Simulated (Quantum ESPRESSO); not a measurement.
# Carrying a functional's shift from two faces of Li to a third

How the rows were computed: Quantum ESPRESSO 7.5 (pw.x, pp.x), GBRV ultrasoft files, cold smearing of 0.02 Ry; slabs at the tabulated lattice constant, relaxed under PBE by Ansatz 0.2.0; both functionals on the same atoms. Work functions in eV.

| face | area an atom (Å²) | PBE | PBEsol |
| --- | --- | --- | --- |
| (110) | 8.61 | 3.173 | 3.200 |
| (100) | 12.18 | 2.906 | 2.930 |
| (111) | 21.10 | 2.880 | withheld |

To predict: What does PBEsol give for (111)?

**Worked estimate.** The shifts from PBE are 3.200 − 3.173 = +0.027 eV and 2.930 − 2.906 = +0.024 eV, +0.026 eV in the mean. A rigid shift gives 2.880 + (+0.026) = 2.905 eV.

**The withheld run.** 2.904 eV; the estimate misses by +0.002 eV. The shift is rigid within 0.03 eV, so differences between faces carry over.

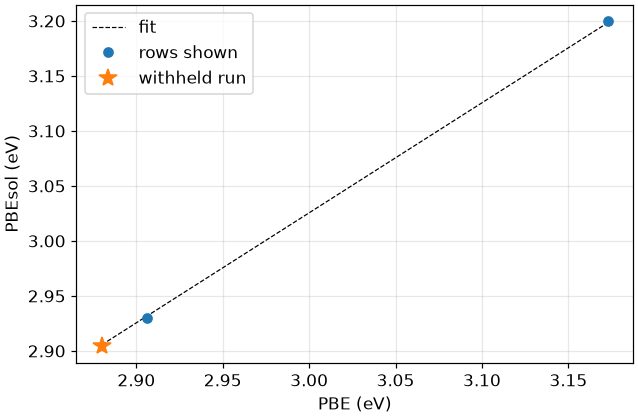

The rows shown, the fit and the withheld run.

Caveats: Thin, unreconstructed slabs; thickness and mesh leave some 0.05 to 0.1 eV open, which largely cancels in the shift.
